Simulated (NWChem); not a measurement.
**PBE0/6-31G(d) (spherical functions) run of BH2O2F (SMILES OB(O)F)**

What is the vertical ionisation energy of BH2O2F at PBE0/6-31G* (spherical functions)? 

The results are computed with NWChem 7.3.0.

4 further runs of the same task are left out: 2 that didn't finish, 2 set aside as unsound or not needed.

### 1 The molecule

The species is BH2O2F (6 atoms), meant as a singlet with charge 0. SMILES: `OB(O)F`. The shape is that of a PBE0-D4/def2-TZVP optimisation. This is one conformer, not always the lowest.

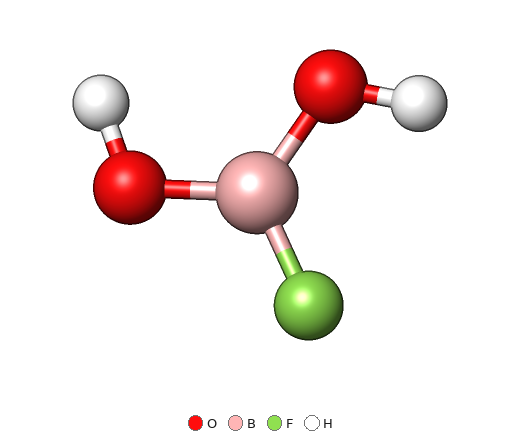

The structure, seen from a chosen angle (oxygen red, boron pink, fluorine green, hydrogen white).

### 2 A single-point energy at PBE0/6-31G(d) (spherical functions)

File run.nw:

```
start run
title "BFH2O2 PBE0"
memory 2200 mb
geometry units au noautosym nocenter noautoz
   O  -0.90234422  1.83492407 -0.39381892
   B  -0.04497548 -0.58109078 -0.20125583
   O   1.86969503 -1.20035403  1.37213014
   F  -1.08300204 -2.41998328 -1.57451981
   H  -2.26559265  2.01463702 -1.57659851
   H   2.50577684  0.23092453  2.28656861
end
basis spherical bse
   * library 6-31G*
end
dft
   xc pbe0
   grid fine
   convergence energy 1e-08
   maxiter 100
   mulliken
   noprint "final vectors analysis"
end
task dft energy
```

On the command line:

```console
$ nwchem run.nw > run.out
```

What it wrote, shortened:

```text
[...]
          Wavefunction type:  closed shell.
          No. of atoms     :     6
          No. of electrons :    32
[...]
          Charge           :     0
          Spin multiplicity:     1
[...]
          AO basis - number of functions:    60
[...]
              XC Information
              --------------
                         PBE0 Method XC Functional
                     Hartree-Fock (Exact) Exchange  0.250
          PerdewBurkeErnzerhof Exchange Functional  0.750
            Perdew 1991 LDA Correlation Functional  1.000 local
           PerdewBurkeErnz. Correlation Functional  1.000 non-local
[...]
 d= 0,ls=0.0,diis     1   -276.1104729950 -3.91D+02  1.55D-02  9.18D-01     0.7
[...]
 d= 0,ls=0.0,diis     8   -276.2085765740  6.12D-09  4.12D-06  3.01D-07     4.3
         Total DFT energy =     -276.208576573954
      One electron energy =     -608.852017527093
           Coulomb energy =      250.477805436292
    Exchange-Corr. energy =      -32.332917611958
 Nuclear repulsion energy =      114.498553128805
[...]
      Total Density - Mulliken Population Analysis
     ---------------------------------------------
    Atom       Charge   Shell Charges
 -----------   ------   -------------------------------------------------------
    1 O    8     8.62   2.00  0.89  2.95  0.92  1.84  0.02
    2 B    5     4.37   2.00  0.48  1.39  0.06  0.24  0.20
    3 O    8     8.60   2.00  0.90  2.95  0.92  1.82  0.02
    4 F    9     9.29   2.00  0.93  3.32  1.00  2.04  0.01
    5 H    1     0.56   0.47  0.09
    6 H    1     0.56   0.47  0.09
[...]
```

Wall time 5.1 s (1 thread of Intel Xeon Platinum 8488C (Sapphire Rapids), shared host); peak memory 0.11 GiB.

### 3 The doublet cation at the same level

File struct.nw:

```
start struct
memory 2200 mb
charge 1

geometry units angstroms noautosym nocenter noautoz
  O    -0.477500    0.971000   -0.208400
  B    -0.023800   -0.307500   -0.106500
  O     0.989400   -0.635200    0.726100
  F    -0.573100   -1.280600   -0.833200
  H    -1.198900    1.066100   -0.834300
  H     1.326000    0.122200    1.210000
end

basis spherical bse
  * library 6-31G*
end

dft
  xc pbe0
  mult 2
  grid fine
  convergence energy 1e-08
  iterations 100
  mulliken
  noprint "final vectors analysis"
end

task dft
```

On the command line:

```console
$ nwchem struct.nw > struct.out
```

What it wrote, shortened:

```text
[...]
          Wavefunction type:  spin polarized.
          No. of atoms     :     6
          No. of electrons :    31
[...]
          Charge           :     1
          Spin multiplicity:     2
[...]
          AO basis - number of functions:    60
[...]
              XC Information
              --------------
                         PBE0 Method XC Functional
                     Hartree-Fock (Exact) Exchange  0.250
          PerdewBurkeErnzerhof Exchange Functional  0.750
            Perdew 1991 LDA Correlation Functional  1.000 local
           PerdewBurkeErnz. Correlation Functional  1.000 non-local
[...]
 d= 0,ls=0.0,diis     1   -275.5826658150 -3.90D+02  1.17D-02  4.76D-01     1.0
[...]
 d= 0,ls=0.0,diis    15   -275.7619244766 -8.92D-09  6.09D-07  1.80D-09    11.6
[...]
         Total DFT energy =     -275.761924476589
      One electron energy =     -598.728344700268
           Coulomb energy =      240.368289995919
    Exchange-Corr. energy =      -31.900431235727
 Nuclear repulsion energy =      114.498561463488
[...]
      Total Density - Mulliken Population Analysis
     ---------------------------------------------
    Atom       Charge   Shell Charges
 -----------   ------   -------------------------------------------------------
    1 O    8     8.33   2.00  0.93  2.88  0.92  1.58  0.02
    2 B    5     4.27   2.00  0.50  1.42  0.02  0.15  0.20
    3 O    8     8.26   2.00  0.94  2.87  0.91  1.51  0.02
    4 F    9     9.21   2.00  0.94  3.30  1.00  1.96  0.02
    5 H    1     0.46   0.44  0.03
    6 H    1     0.47   0.44  0.03
[...]
      <S2> =      0.7685 (Exact =     0.7500)
[...]
```

It took 12 s on 1 thread of Intel Xeon Platinum 8488C (Sapphire Rapids), shared host; peak memory 0.11 GiB.

### 4 Summary of results

At PBE0/6-31G* (spherical functions):

| quantity | value |
| --- | --- |
| singlet BH2O2F: total energy | -276.20858 Eh |
| singlet BH2O2F: dipole moment | 1.93 D |
| doublet cation: total energy | -275.76192 Eh |
| doublet cation: ⟨S²⟩ | 0.768 |
| vertical ionisation energy (to the doublet cation) | 12.154 eV |

What this shows: The vertical ionisation energy comes to 12.15 eV (280 kcal/mol). Mulliken charges (doublet cation) run from -0.33 on O1 to +0.73 on B2.
